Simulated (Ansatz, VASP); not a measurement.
# CdTe in two plane-wave programs, part 2 of 2

Aim: how closely do two programs agree when they are given the same cell, functional and k mesh? The cell is taken from a series of VASP runs on this material, whose earlier steps may have relaxed, scaled or displaced it; both programs get it as it stands. Valence electrons are named where the data sets of a main pair hold unlike numbers.

VASP 6.6.1 and Ansatz 0.2.0.

So far: Starting point; VASP: band structure, r2SCAN-EpsX with an exact-exchange share of 0.114.

**3. Ansatz: band structure, r2SCAN-EpsX with an exact-exchange share of 0.114**

Level of this step: Ansatz beside VASP: Kohn-Sham DFT, plane waves, r2SCAN-EpsX (Ansatz).

Ansatz runs on its default PAW (the set named soft_2) files.

The same cell, functional, mesh and smearing now go to Ansatz, which takes its cutoff from its data sets.

Input file input.yaml:

```yaml
crystal:
  lattice:
    - [0.0, 3.14, 3.14]
    - [3.14, 0.0, 3.14]
    - [3.14, 3.14, 0.0]
  atoms:
    - { symbol: Te, position: [0.75, 0.75, 0.75] }
    - { symbol: Cd, position: [0.0, 0.0, 0.0] }
hamiltonian:
  xc: { exchange: r2scan, correlation: r2scan, exx: { coeff: 0.114 } }
  pseudopotentials: { kind: paw }
kpoints:
  mp_grid: { grid: [4, 4, 4] }
  band_path:
    path:
      - [0.0, 0.0, 0.0]
      - [0.5, 0.0, 0.5]
      - [0.5, 0.22222, 0.72222]
      - [0.40278, 0.34722, 0.75]
      - [0.125, 0.125, 0.25]
      - [0.27778, 0.27778, 0.27778]
      - [0.55556, 0.38889, 0.55556]
      - [0.58333, 0.25, 0.66667]
      - [0.5, 0.30556, 0.69444]
      - [0.48611, 0.48611, 0.52778]
      - [0.625, 0.25, 0.625]
      - [0.5, 0.0, 0.5]
    npoints: 1
scf:
  occupations: { method: gaussian, width: 0.03 }
  n_extra_bands: 7
output:
  forces: true
  stress: true
  eigenvalues: true
```

The run is started by

```
ansatz run input.yaml --threads 4 --pin off --max-ram 9216MiB --backend cpu --events-out ev --progress --plain --runs-dir out
```

Numbers of over 12 decimals in the logs are rounded to 6 here.

What it wrote:

```text
Warning: output.stress: scf.convergence.dr2_threshold = 1e-7 eV (the SCF's general default) is looser than the 2e-10 eV advised for a printed stress (1e-10 eV for each atom of the cell: 2). What an SCF threshold leaves in a stress goes as its square root, and in the free energy as the threshold itself, and one threshold admits the most on a small cell: [figures from the program's tests cut] Set scf.convergence.dr2_threshold to 2e-10 eV or tighter. The threshold is an SCF's pass mark: one that does not reach it within its budget of iterations ends unconverged, or closes short of it on a stop that the run arms, and scf.convergence.dr2_threshold's page says what that costs each kind of run
Warning: output.stress: scf.exx.energy_threshold = 1e-6 eV is looser than the 2e-8 eV advised for a stress under a hybrid functional (1e-8 eV for each atom of the cell: 2). Every SCF of the exchange loop can meet its threshold on dr2 while the loop round them stops early: no threshold on dr2 bounds what that leaves in the stress. Set scf.exx.energy_threshold to 2e-8 eV or tighter. The threshold is the loop's pass mark: a loop that does not reach it within its budget of cycles ends unconverged, and scf.exx.energy_threshold's page has the law
scf.n_extra_bands = 7 over 18 filled bands (N_el = 36.0): the run solves 25 bands
Engine: ansatz 0.2.0, aarch64-unknown-linux-gnu
Pseudopotentials: kind: paw
Pseudopotential: Te, paw, valence charge 16, recommended cutoff 500 eV (meta_gga), Te.paw.azcp
Pseudopotential: Cd, paw, valence charge 20, recommended cutoff 500 eV (meta_gga), Cd.paw.azcp
Functional definition: unnamed
  parameter a_1 = 0.114
  exchange = (1 - a_1)*r2scan_x + a_1*exact_x
  correlation = r2scan_c
Crystal: 2 atoms, lattice volume = 61.918 Å³
Basis set: ecut = 500 eV, 1591 PW (Γ), exchange–correlation on 144×144×144 points (64 copies of the dense FFT grid, shifted against one another)
Bands: 25, of which v1, the nominal top of the filled ones, is band 18 counted from 1 (17 counted from 0)
Symmetry: 24 space group operations
Space group: F-43m (ITA 216), of the structure as read, at distance tolerance 4.0e-5 Å
k-points: 8 of 64 (time reversal used)
Non-local potential: Te, projectors of the file, l = 0: 2, l = 1: 2, l = 2: 2, l = 3: 2
Non-local potential: Cd, projectors of the file, l = 0: 3, l = 1: 2, l = 2: 2, l = 3: 1
PAW form: soft (Blöchl's): semilocal exchange-correlation on the pseudo side does not see the compensation charge
PAW frozen core: Te, regenerated for the run's functional, and the local potential with it (the file was generated under x = pbe(κ = 0.804, μ = 0.219515), c = pbe(β = 0.066725))
PAW frozen core: Cd, regenerated for the run's functional, and the local potential with it (the file was generated under x = pbe(κ = 0.804, μ = 0.219515), c = pbe(β = 0.066725))
PAW one-centre angular grid: Te, 590 points (default); XC on 160 Gauss nodes
PAW one-centre angular grid: Cd, 590 points (default); XC on 160 Gauss nodes
Initial density: superposition of atomic densities (neutral atoms: chi_scale 0, normalization atom), corrected by the library's trained network
Initial wavefunctions: pseudopotential atomic-orbital guess
Functional: x = r2scan, c = r2scan; τ floored in thin density (d = 2e-4 eV/Å³), warm-up for x = 0.886 r2scan + 0.114 exact, c = r2scan; τ floored in thin density (d = 2e-4 eV/Å³)
SCF iter   1: F=—  HF=-15263.895912 eV  |F-HF|=—  |Δ(HF+E_count)|=         —  Δρ=4.70e-3  dr2=6.81e-3  dr2_τ=1.19e-2  ethr=1.77e-3  ⟨swp⟩=12.6  Hψ=994  notcnv=0
preconditioner: auto → none  [insulator: Δε(μ)=1.539 eV  Ē_g=14.659 eV  σ=0.030 eV  W_gap=1.00  n_scr=14 (ndim 8)  ℏωp=20.0 eV  f_vac=0.160  D(μ)=0.00/eV (n_scr^D=0)]
SCF iter   2: F=—  HF=-15263.908116 eV  |F-HF|=—  |Δ(HF+E_count)|=   1.22e-2  Δρ=2.48e-3  dr2=1.59e-3  dr2_τ=3.39e-4  ethr=1.89e-5  ⟨swp⟩=4.2  Hψ=548  notcnv=0  defer=3
SCF iter   3: F=—  HF=-15263.908989 eV  |F-HF|=—  |Δ(HF+E_count)|=   8.73e-4  Δρ=1.00e-3  dr2=3.59e-4  dr2_τ=3.19e-5  ethr=4.42e-6  ⟨swp⟩=3.4  Hψ=436  notcnv=0
iter 4 solved again at ethr=1.21e-8 eV; its pass at ethr=9.98e-7 eV (dr2=4.34e-6 eV) is discarded
SCF iter   4: F=-15263.909091 eV  HF=-15263.909092 eV  |F-HF|=1.20e-6  |Δ(HF+E_count)|=   1.03e-4  Δρ=8.54e-5  dr2=4.28e-6  dr2_τ=1.09e-7  ethr=1.21e-8  ⟨swp⟩=3.0  Hψ=835  notcnv=0
SCF 1 stopped early in 4 iterations: F = -15263.909091 eV  dr2 = 4.28e-6
  greatest PAW one-centre occupation: 1.001 electrons in one spin orbital (limit 2), on the Cd atom at site 1 (counted from 0), in its partial waves of l = 1
Initial density: handed on by an earlier stage of this run
Initial wavefunctions: those handed on with the density
Functional: x = 0.886 r2scan + 0.114 exact, c = r2scan; τ floored in thin density (d = 2e-4 eV/Å³)
Frozen-core exchange: fock
SCF iter   1: F=—  HF=-15263.852989 eV  |F-HF|=—  |Δ(HF+E_count)|=         —  Δρ=1.51e-3  dr2=1.08e-3  dr2_τ=1.83e-4  ethr=1.19e-7  ⟨swp⟩=8.5  Hψ=976  notcnv=0
preconditioner: auto → none  [insulator: Δε(μ)=2.175 eV  Ē_g=15.718 eV  σ=0.030 eV  W_gap=1.00  n_scr=14 (ndim 8)  ℏωp=20.0 eV  f_vac=0.160  D(μ)=0.00/eV (n_scr^D=0)]
SCF iter   2: F=—  HF=-15263.852914 eV  |F-HF|=—  |Δ(HF+E_count)|=   7.57e-5  Δρ=2.59e-4  dr2=6.79e-5  dr2_τ=1.47e-6  ethr=1.19e-7  ⟨swp⟩=4.0  Hψ=567  notcnv=0
SCF iter   3: F=—  HF=-15263.853459 eV  |F-HF|=—  |Δ(HF+E_count)|=   5.45e-4  Δρ=1.76e-4  dr2=1.41e-5  dr2_τ=6.58e-7  ethr=9.48e-8  ⟨swp⟩=3.6  Hψ=426  notcnv=0
SCF iter   4: F=—  HF=-15263.853463 eV  |F-HF|=—  |Δ(HF+E_count)|=   3.97e-6  Δρ=4.57e-5  dr2=9.92e-7  dr2_τ=6.80e-8  ethr=3.82e-8  ⟨swp⟩=3.0  Hψ=412  notcnv=0
SCF iter   5: F=-15263.853468 eV  HF=-15263.853468 eV  |F-HF|=5.76e-8  |Δ(HF+E_count)|=   5.48e-6  Δρ=1.19e-5  dr2=1.46e-7  dr2_τ=7.11e-9  ethr=1.54e-9  ⟨swp⟩=4.1  Hψ=551  notcnv=0  defer=1
SCF 2 stopped early in 5 iterations: F = -15263.853468 eV  dr2 = 1.46e-7
hybrid outer 1: dexx = +4.967e-4 eV, tail = 1.57e-6 eV
Frozen-core exchange: fock
SCF iter   1: F=—  HF=-15263.853484 eV  |F-HF|=—  |Δ(HF+E_count)|=         —  Δρ=8.21e-6  dr2=2.57e-8  dr2_τ=1.61e-8  ethr=2.19e-8  ⟨swp⟩=5.8  Hψ=482  notcnv=0
preconditioner: auto → none  [insulator: Δε(μ)=2.193 eV  Ē_g=15.698 eV  σ=0.030 eV  W_gap=1.00  n_scr=14 (ndim 8)  ℏωp=20.0 eV  f_vac=0.160  D(μ)=0.00/eV (n_scr^D=0)]
SCF iter   2: F=-15263.853484 eV  HF=-15263.853484 eV  |F-HF|=1.15e-9  |Δ(HF+E_count)|=   6.83e-9  Δρ=3.18e-6  dr2=4.15e-9  dr2_τ=2.81e-10  ethr=7.01e-11  ⟨swp⟩=4.0  Hψ=500  notcnv=0
SCF 3 converged in 2 iterations: F = -15263.853484 eV  dr2 = 4.15e-9
  Residual-converged pass: ⟨swp⟩=3.0  Hψ=372  notcnv=0  max |occ|·‖R‖ = 2.3e-6 eV (tolerance 2.4e-6 eV)  dr2=4.15e-9  dr2_τ=2.83e-10  dr2_onsite=3.89e-10  max |Δocc| = 0.0e0
hybrid outer 2: dexx = +5.324e-9 eV, tail = 9.75e-9 eV, Δε = 6.10e-4 eV (about 7.99e-5 eV left of the loop's levels)
NSCF: frozen V_eff on 12 k-points
hybrid SCF converged: 2 outer / 7 inner (+4 warm-up), last move |dexx| = 5.32e-9 eV, tail = 9.75e-9 eV
Stability not checked: this state was not tested for a lower state beside it, because the functional holds exact exchange (a hybrid, or Hartree-Fock), whose exchange loop this test does not read (fock_operator; see scf.lower_state_search)
Free energy (F): -15263.853484 eV
Frozen-core exchange: fock
Harris-Foulkes:  -15263.853484 eV  (|F-HF|=1.15e-9)
Internal energy: -15263.853484 eV  (E = F + TS)
E sigma→0 (E₀):  -15263.853484 eV
Fermi energy:    9.413872 eV
--- Per-component energies (eV) ---
  E_band       = -828.422299
  E_kinetic    = 689.097220
  E_local      = -5214.518849  (includes V_loc(G=0)·N_el)
  E_nonlocal   = -276.359153
  E_hartree    = 2653.073606
  E_xc         = -255.902857
  E_vxc        = -321.013543  (∫ρ·V_xc dr)
  E_exx        = -67.818672  (= α·E_x^exact, valence–valence)
  E_paw        = -8754.242660  (= ΣΔE_a)
  E_vpaw       = -896.902889  (= ΣTr[D̂ρ^β])
  E_aug_tail   = -0.000033  (compensation charges beyond the density's cutoff)
  E_vtau       = 20.769572  (kinetic-family band-sum trace: ∫τ·v_τ [+ j·A + Jᵃ·Aᵃ] dr)
  E_ewald      = -4036.611048
  E_core_change = -0.571038  (= ΣΔE_core)
  E_smearing   = -0.000000  (= −TS)
  E_closure    = 0.000000  (closes the sum)
  Σ components = -15263.853484   (vs F -15263.853484, Δ=0.00e0)
--- Forces (eV/Å), atoms counted from 1 ---
  atom   1  Te     0.00000000    -0.00000000     0.00000000
  atom   2  Cd    -0.00000000     0.00000000     0.00000000
  max |Σ_I F_I| component: 1.18e-16 eV/Å
--- Stress (GPa, compression-positive) ---
        7.112071      -0.000000      -0.000000
       -0.000000       7.112071       0.000000
       -0.000000       0.000000       7.112071
  P = ⅓ Tr σ = 7.1121 GPa (71.121 kbar)
--- Band table (eV; the first three rows and the last of 8) ---
  k-point 0: bands = [... 14 lower, -0.9144, 8.3173, 8.3173, 8.3173, 10.5100, 13.9127, 13.9127, 13.9127, ... 3 higher]
  k-point 1: bands = [... 14 lower, -0.9156, 5.2273, 7.7768, 7.7768, 11.5293, 14.5449, 14.5449, 14.9521, ... 3 higher]
  k-point 2: bands = [... 14 lower, -0.4009, 3.0337, 7.3394, 7.3394, 11.2666, 14.5021, 14.5021, 16.3772, ... 3 higher]
  k-point 7: bands = [... 14 lower, -0.0688, 3.4412, 5.4136, 5.5506, 13.8295, 14.0331, 15.1812, 15.6125, ... 3 higher]
```

The job ended after 36 s (4 threads of Arm Neoverse V1, shared host; peak memory 1.2 GiB; 2.2 min of CPU time).

In the SCF lines HF is the Harris–Foulkes energy and dr2 the Hartree energy of the density residual, in eV; the loop may stop once dr2 is under the threshold and the program's other checks hold. Hψ counts applications of the Hamiltonian.

**4. Side by side**

Known differences besides the potentials themselves: exact exchange at q = 0 is treated differently, which shows on coarse meshes; VASP keeps PBE cores, Ansatz makes them for the functional; the data sets hold 36 valence electrons in Ansatz (on its default PAW (the set named soft_2) files) and 18 in VASP; the cutoff is 500 eV in Ansatz and 350 eV in VASP; VASP takes a coarser grid for exact exchange (PRECFOCK = Fast). Total energies have different zeros and are not compared.

Compared:

```
                     quantity  Ansatz   VASP  difference
gap over the path points (eV)   2.193  2.160      +0.033
```

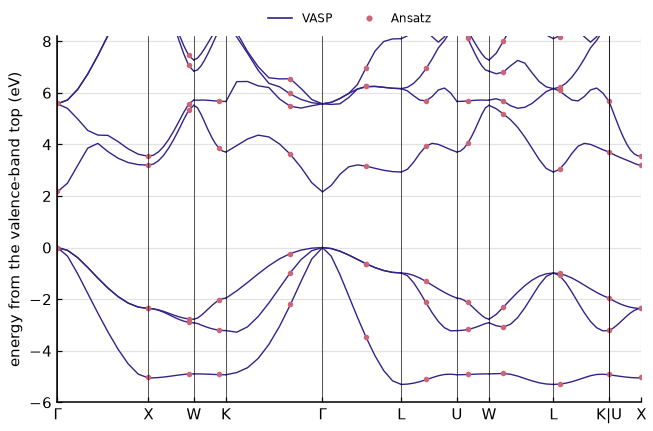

Bands from VASP (lines) and levels from Ansatz (dots). Dots without a line are higher empty bands that the VASP plot leaves out.

Levels at points of the path, from each program's valence-band top (eV; 4 filled, then empty):

```
k (reciprocal lattice)                                   Ansatz                                     VASP
     0.000 0.000 0.000      -9.23 0.00 0.00 0.00 2.19 5.59 5.59      -9.16 0.00 0.00 0.00 2.16 5.57 5.57
     0.500 0.000 0.500  -8.50 -5.04 -2.35 -2.35 3.21 3.55 10.77  -8.45 -5.05 -2.36 -2.36 3.20 3.54 10.83
     0.500 0.222 0.722   -8.39 -4.88 -2.89 -2.75 5.33 5.57 7.07   -8.34 -4.90 -2.90 -2.77 5.33 5.57 7.05
     0.403 0.347 0.750   -8.44 -4.91 -3.19 -2.03 3.87 5.67 8.45   -8.38 -4.92 -3.20 -2.04 3.86 5.67 8.44
     0.125 0.125 0.250   -9.22 -2.20 -0.97 -0.23 3.64 5.49 5.98   -9.15 -2.22 -0.97 -0.23 3.62 5.48 5.95
     0.278 0.278 0.278   -9.23 -3.47 -0.62 -0.62 3.18 6.26 6.26   -9.16 -3.49 -0.63 -0.63 3.16 6.24 6.24
     0.556 0.389 0.556   -8.63 -5.10 -2.12 -1.30 3.95 5.69 6.95   -8.58 -5.12 -2.13 -1.31 3.93 5.69 6.93
     0.583 0.250 0.667   -8.43 -4.90 -3.16 -2.12 4.05 5.68 8.14   -8.38 -4.92 -3.17 -2.14 4.04 5.68 8.13
     0.500 0.306 0.694   -8.44 -4.86 -3.06 -2.30 5.19 5.68 6.81   -8.38 -4.88 -3.08 -2.31 5.18 5.68 6.80
     0.486 0.486 0.528   -8.71 -5.27 -1.08 -1.00 3.06 6.09 6.24   -8.66 -5.29 -1.09 -1.01 3.03 6.08 6.21
```

Among the levels compared at these points, filled levels agree within 69 meV and empty ones within 60 meV.

**5. Outcome**

```yaml
largest_difference_of_a_filled_level_at_the_path_points_band_structure_r2scan_epsx_with_an_exact_exchange_share_of_0p114: 69 meV
```

In words: The largest difference of a filled level at the path points is 69 meV (band structure, r2SCAN-EpsX with an exact-exchange share of 0.114), within the 80 meV picked in this series as the mark of a large difference. The data sets hold unlike numbers of valence electrons (36 in Ansatz and 18 in VASP), so part of the differences comes from the potentials. How closely two codes agree says nothing of how well the functional describes the real material.

[Lines on the potential files, build, host, timing and source positions are cut from VASP's logs without a mark.]

[Logs are printed without paths, hosts, clocks, repeated set-up lines and the standing remarks that a program may print on its own settings, such as how far it seeks lower states.]

[Hosts, paths, dates, database ids (printed as entryN), source tags and the programs' standing remarks are cut or masked in the printed files.]
